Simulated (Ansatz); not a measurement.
H6Si2···H2S

Input

```
crystal:
  periodic: [false, false, false]
  atoms:
    - { symbol: Si, position_ang: [-0.9337, -0.2681, 0.779] }
    - { symbol: S, position_ang: [1.3195, -0.5669, 1.8679] }
    - { symbol: H, position_ang: [-0.9557, -1.4018, -0.1506] }
    - { symbol: H, position_ang: [-1.7618, -0.8635, 1.8663] }
    - { symbol: H, position_ang: [-1.1381, 1.1439, 1.0894] }
    - { symbol: H, position_ang: [1.1287, 0.2114, 0.2564] }
    - { symbol: Si, position_ang: [0.2516, 0.7336, -1.3114] }
    - { symbol: H, position_ang: [1.5767, -1.7006, 1.2338] }
    - { symbol: H, position_ang: [-1.1297, 1.0855, -1.6974] }
    - { symbol: H, position_ang: [1.0123, 1.9371, -1.6601] }
    - { symbol: H, position_ang: [0.6302, -0.3105, -2.2733] }
basis:
  gaussian: { orbitals: def2-SVPD }
hamiltonian:
  xc: { name: BHLYP }
relax:
  f_tol: 0.15
  max_steps: 25
  restrain:
    - { distance: [0, 6], at: 2.22, k: 30.0 }
    - { distance: [5, 1], at: 1.36, k: 30.0 }
    - { distance: [0, 1], at: 3.46, k: 30.0 }
    - { distance: [5, 6], at: 2.72, k: 30.0 }
output:
  orbitals: {}
```

Command:

```sh
ansatz run input.yaml --threads 4 --pin off --max-ram 5120MiB --backend cpu --events-out ev --progress --plain --runs-dir out
```

The fields are those of the run's last geometry, not of the input's.

Not at a stationary point (largest force 1.3 eV/Å).

The calculation used RKS BHLYP/def2-SVPD (Ansatz 0.2.0).

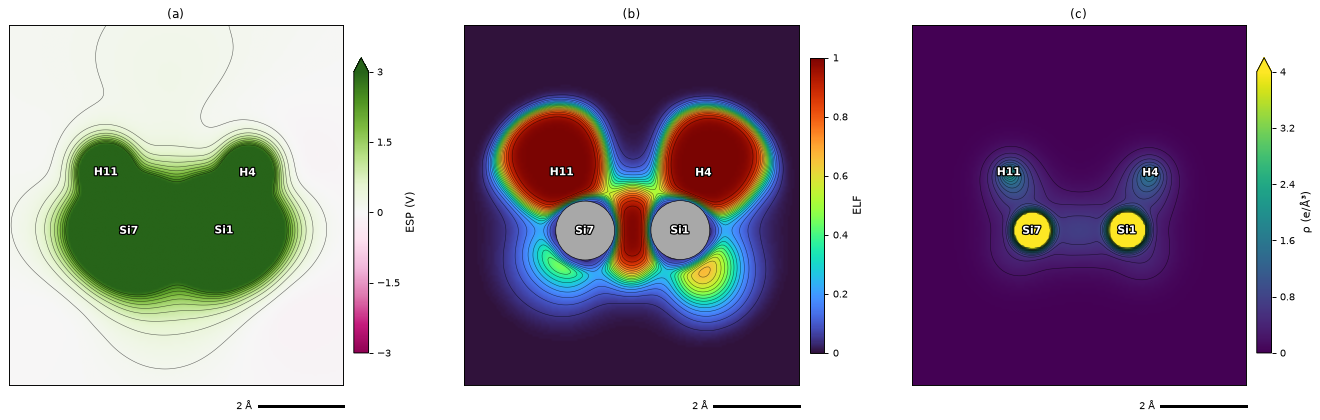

Figure 1. (a) molecular electrostatic potential; (b) electron localisation function; (c) electron density on the plane of atoms Si1, Si7 and H11. Grey discs cover the atomic cores in the ELF map.

Q: Describe what can be read from this map.

A: The plane passes through Si and H nuclei.
Si–Si (2.26 Å): ρ is about 0.74 e/Å³ halfway; the ELF peaks at about 1 between the atoms; a covalent bond.
Si–H (1.48 Å): the density is about 0.78 e/Å³ at the midpoint; the ELF climbs to about 1 towards the hydrogen, as it does in any bond to H.
The potential has no marked negative region in this plane.

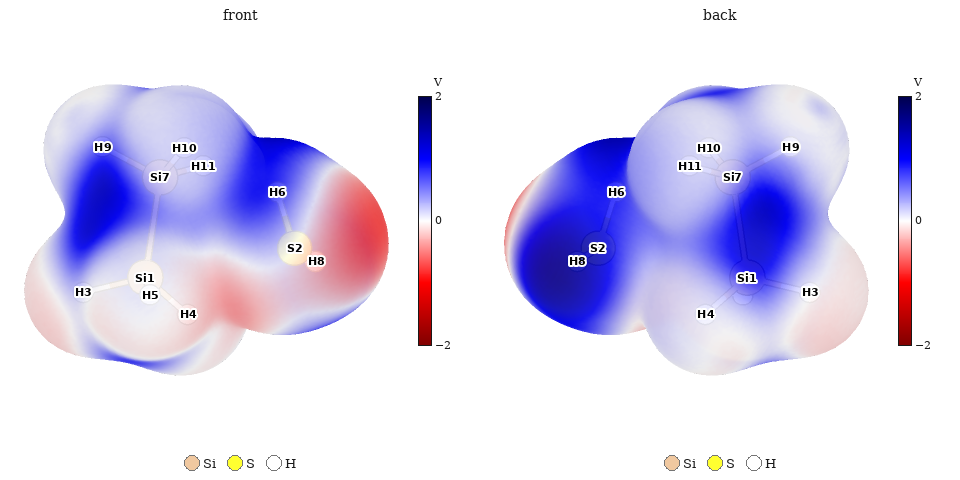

Figure 2. The electrostatic potential painted on the density surface at 0.002 e/bohr³, seen from the front and from behind; red is negative and blue positive.

Q: Where is the surface potential most negative and most positive?

A: The most negative region (about −0.7 V) lies over S2, the most positive (about +1.5 V) over H8.

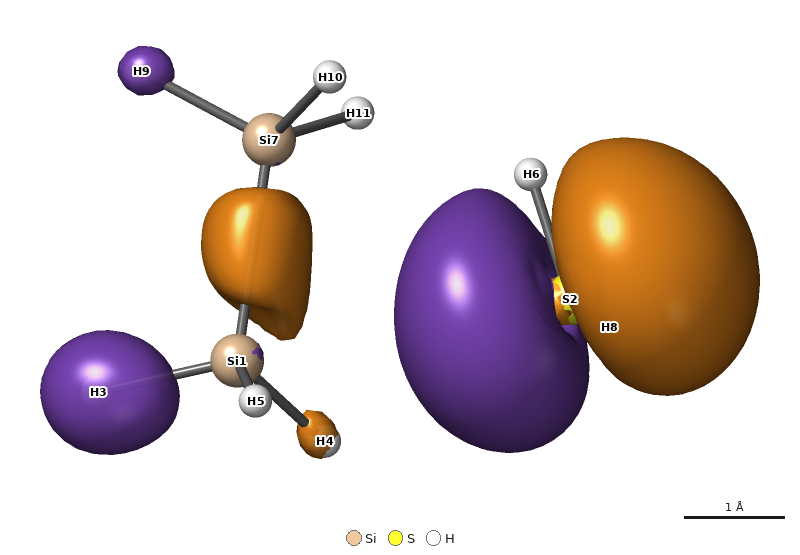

Figure 3. The HOMO at ±0.1 Å⁻³ᐟ² (orange and purple are the two phases), seen across its widest extent.

Q: Where does this orbital lie, and at what energy?

A: Its weight (Hirshfeld) is mainly on S2 (about 80 %); largely a lone pair of S2. Its energy is −8.78 eV.

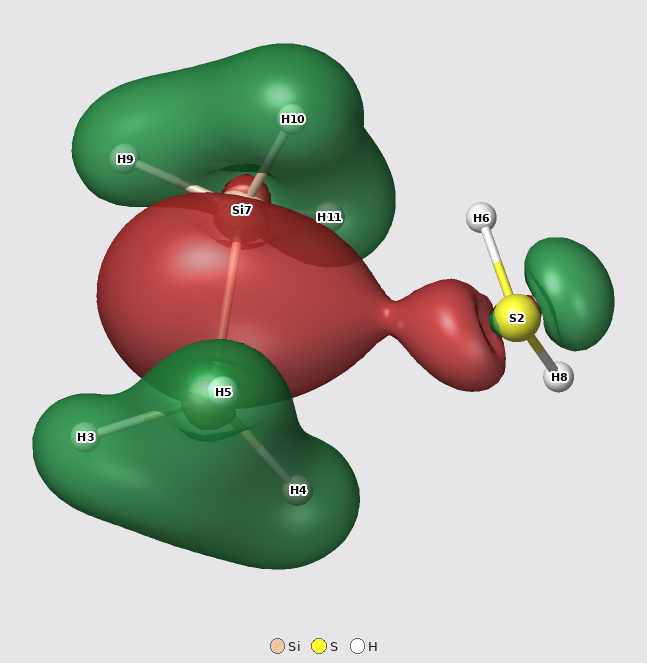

Figure 4. The HOMO−1 at ±0.08 Å⁻³ᐟ² (green and red are the two phases), seen at a tilt.

Q: Where does this orbital lie, and at what energy?

A: By Hirshfeld shares it lies mainly on Si1 (about 35 %) and Si7 (about 35 %). Its energy is −9.65 eV.
